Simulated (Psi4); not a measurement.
# SiNH4F (SMILES N[SiH2]F): MN15/def2-QZVPD (density fitting, sweep point 6)

What is the vertical singlet–triplet gap of SiNH4F at MN15/def2-QZVPD (density fitting, sweep point 6)? 

Program for the calculation: Psi4 1.11.

### Step 1. The system as given

SiNH4F: 7 atoms, total charge 0, spin state singlet. SMILES: `N[SiH2]F`. Geometry: relaxed at PBE0-D4/def2-TZVP. This is one conformer, not always the lowest.

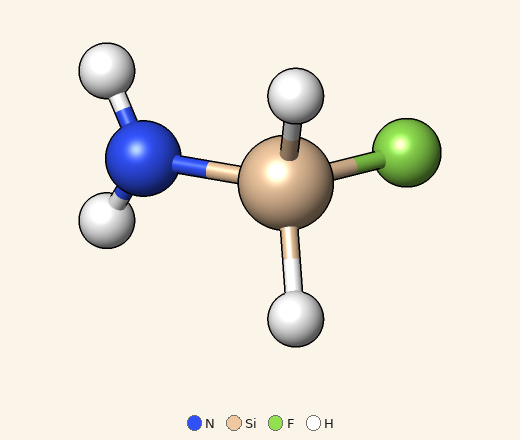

The structure, seen from a chosen angle (nitrogen blue, silicon light orange, fluorine green, hydrogen white).

### Step 2. A single-point energy at MN15/def2-QZVPD (density fitting, sweep point 6)

File fh4nsi.in:

```
memory 1600 MB

molecule system {
  0 1
  N     -0.761500     0.339000    -0.625200
  Si     0.531100    -0.115700     0.373400
  F      0.515100    -1.653900     0.829800
  H     -0.786600     0.105100    -1.603600
  H     -1.682200     0.513500    -0.258400
  H      0.455900     0.676200     1.620700
  H      1.789400     0.068000    -0.382300
  symmetry c1
}

set {
  basis                def2-QZVPD
  puream               true
  scf_type             df
  dft_radial_points    99
  dft_spherical_points 590
}

energy('mn15')
```

On the command line:

```bash
$ psi4 fh4nsi.in fh4nsi.out -n 1
```

fh4nsi.out (excerpt; [...] marks lines left out):

```text
[...]
  Running in c1 symmetry.
[...]
  Nuclear repulsion =  118.587946664010346
[...]
  Multiplicity = 1
[...]
  Nalpha       = 17
  Nbeta        = 17
[...]
    Number of basis functions: 337
[...]
   @DF-RKS iter   1:  -446.25236846929135   -4.43672e-01   3.19466e-03 DIIS/ADIIS
[...]
   @DF-RKS iter   8:  -446.54201906877574   -3.83906e-07   2.70558e-07 DIIS
[...]
    Orbital Energies [Eh]
    ---------------------
    Doubly Occupied:
       1A    -65.336656     2A    -24.327601     3A    -14.149250
       4A     -5.186251     5A     -3.706481     6A     -3.704510
       7A     -3.704094     8A     -1.211583     9A     -0.908545
      10A     -0.600903    11A     -0.552066    12A     -0.515510
      13A     -0.496803    14A     -0.493244    15A     -0.419838
      16A     -0.371800    17A     -0.335560
[...]
  @DF-RKS Final Energy:  -446.54201906877574
   => Energetics <=
    Nuclear Repulsion Energy =            118.5879466640103459
    One-Electron Energy =                -853.6547418122355566
    Two-Electron Energy =                 311.3882005200349568
    DFT Exchange-Correlation Energy =     -22.8634244405854936
    Empirical Dispersion Energy =           0.0000000000000000
    VV10 Nonlocal Energy =                  0.0000000000000000
    Total Energy =                       -446.5420190687757440
[...]
 Multipole Moments:
 ------------------------------------------------------------------------------------
     Multipole            Electronic (a.u.)      Nuclear  (a.u.)        Total (a.u.)
 ------------------------------------------------------------------------------------
 L = 1.  Multiply by 2.5417464519 to convert [e a0] to [Debye]
 Dipole X            :          0.7966026           -1.2795139           -0.4829113
 Dipole Y            :         -3.6751492            4.0745897            0.3994405
 Dipole Z            :          1.6459305           -2.0888265           -0.4428960
 Magnitude           :                                                    0.7674066
[...]
```

Wall time 82 s (1 thread of AMD EPYC 9R45 (Zen 5), shared host); peak memory 1.4 GiB.

### Step 3. The triplet at the same level

File job.inp:

```
memory 1.6 GB

molecule {
  0 3
  N     -0.761500     0.339000    -0.625200
  Si     0.531100    -0.115700     0.373400
  F      0.515100    -1.653900     0.829800
  H     -0.786600     0.105100    -1.603600
  H     -1.682200     0.513500    -0.258400
  H      0.455900     0.676200     1.620700
  H      1.789400     0.068000    -0.382300
  symmetry c1
}

set {
  basis def2-QZVPD
  reference uks
  puream true
  scf_type df
  dft_radial_points 99
  dft_spherical_points 590
  maxiter 150
}

E, wfn = energy("mn15", return_wfn=True)
```

On the command line:

```bash
$ psi4 job.inp job.out -n 1
```

job.out (excerpt; [...] marks lines left out):

```text
[...]
  Running in c1 symmetry.
[...]
  Nuclear repulsion =  118.587946664010346
[...]
  Multiplicity = 3
[...]
  Nalpha       = 18
  Nbeta        = 16
[...]
    Number of basis functions: 337
[...]
   @DF-UKS iter   1:  -445.88014663273202   -7.14499e-02   3.34883e-03 DIIS/ADIIS
[...]
   @DF-UKS iter  14:  -446.29738482316412   -7.92675e-07   2.77099e-07 DIIS
[...]
   @S^2 Observed:                2.002608164E+00
[...]
    Orbital Energies [Eh]
    ---------------------
    Alpha Occupied:
       1A    -65.386246     2A    -24.366773     3A    -14.318539
       4A     -5.237267     5A     -3.757982     6A     -3.756324
       7A     -3.753355     8A     -1.248656     9A     -1.068587
      10A     -0.688734    11A     -0.682527    12A     -0.588651
      13A     -0.550813    14A     -0.529190    15A     -0.503574
      16A     -0.472035    17A     -0.405216    18A     -0.113711
    Alpha Virtual:
      19A      0.002733    20A      0.016313    21A      0.033264
      22A      0.037291    23A      0.046565    24A      0.072585
      25A      0.086746    26A      0.086864    27A      0.103450
[...]
  @DF-UKS Final Energy:  -446.29738482316412
   => Energetics <=
    Nuclear Repulsion Energy =            118.5879466640103459
    One-Electron Energy =                -851.1933690218801303
    Two-Electron Energy =                 309.0839198874331260
    DFT Exchange-Correlation Energy =     -22.7758823527274537
    Empirical Dispersion Energy =           0.0000000000000000
    VV10 Nonlocal Energy =                  0.0000000000000000
    Total Energy =                       -446.2973848231641227
[...]
 Multipole Moments:
 ------------------------------------------------------------------------------------
     Multipole            Electronic (a.u.)      Nuclear  (a.u.)        Total (a.u.)
 ------------------------------------------------------------------------------------
 L = 1.  Multiply by 2.5417464519 to convert [e a0] to [Debye]
 Dipole X            :          1.4385854           -1.2795139            0.1590715
 Dipole Y            :         -3.5369728            4.0745897            0.5376169
 Dipole Z            :          2.0313871           -2.0888265           -0.0574394
 Magnitude           :                                                    0.5635912
[...]
```

Run time: 4.2 min. Hardware: 1 thread of AMD EPYC 9R45 (Zen 5), shared host; peak memory 1.4 GiB.

### Step 4. Summary of results

Level: MN15/def2-QZVPD (density fitting, sweep point 6).

| quantity | value |
| --- | --- |
| singlet: total energy | -446.54202 Eh |
| singlet: dipole moment | 1.95 D |
| singlet: HOMO energy | -9.13 eV |
| singlet: LUMO energy | 0.79 eV |
| singlet: HOMO–LUMO gap | 9.92 eV |
| triplet: total energy | -446.29738 Eh |
| triplet: dipole moment | 1.43 D |
| triplet: HOMO energy (highest over α and β) | -3.09 eV |
| triplet: ⟨S²⟩ | 2.003 |
| vertical energy of the triplet above the singlet | 6.657 eV |

In words: At this shape the triplet lies 6.66 eV (642 kJ/mol) above the singlet.
